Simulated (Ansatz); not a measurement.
**Ligand exchange: KCl + SiH2(NH2)(SiH3) → KNH2 + SiH2(SiH3)Cl**

Species: KCl, singlet; SiH2(NH2)(SiH3), singlet; KNH2 `[NH2][K]`, singlet; SiH2(SiH3)Cl, singlet. The partners trade Cl for NH2: K–Cl and Si–NH2 bonds give way to K–NH2 and Si–Cl.

Shapes, held fixed at every level: PBE0-D4/def2-TZVP. Flexible molecules stand in one conformer, not always the lowest. Programs: Ansatz 0.2.0. Electronic energies: no zero-point or thermal term.

| level | kind | ΔE (kJ/mol) | less CCSD(T)/def2-TZVPP |
| --- | --- | --- | --- |
| HF/def2-TZVPP | Hartree–Fock | +220.5 | +34.5 |
| PBE0-D4/def2-TZVPP | global hybrid | +187.6 | +1.6 |
| r2SCAN0-D4/def2-TZVPP | global hybrid | +196.0 | +10.0 |
| B2PLYP/def2-TZVPP | double hybrid | +186.3 | +0.3 |
| MP2/def2-SVP | perturbation theory | +195.4 | +9.4 |
| CCSD(T)/def2-SVP | coupled cluster or CI | +192.3 | +6.3 |
| CCSD/def2-TZVPP | coupled cluster or CI | +191.2 | +5.2 |
| CCSD(T)/def2-TZVPP | coupled cluster or CI | +186.0 | 0.0 |

The highest level, CCSD(T)/def2-TZVPP, gives ΔE = +186.0 kJ/mol; the levels span +186.0 to +220.5. The column of differences is taken from that level and isn't an error. No measured value is set beside it here. Outer-core shells of K are correlated in most correlated rows, in sets that cover them unevenly.

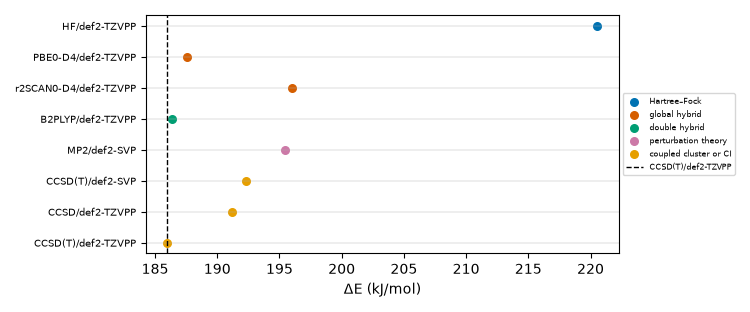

The values of the table, level by level.
